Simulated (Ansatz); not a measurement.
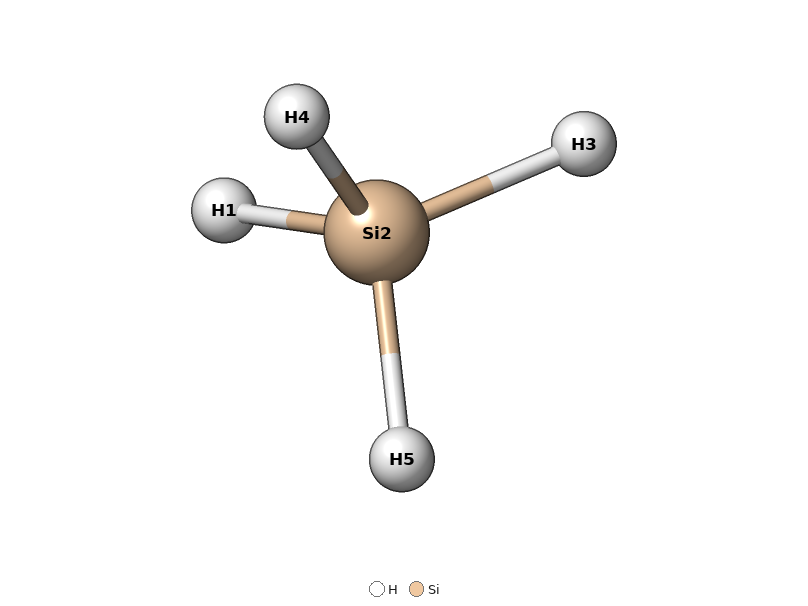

Harmonic vibrations computed with RKS PBE0-D4/def2-TZVP (Ansatz 0.2.0) at a stationary point of the same level.

### Minimum or transition state?

A minimum: no imaginary frequency, and the lowest mode lies at 907 cm⁻¹.

### List the wavenumbers.

9 modes: 907, 907, 907, 969, 969, 2235, 2245, 2245, 2245 cm⁻¹.
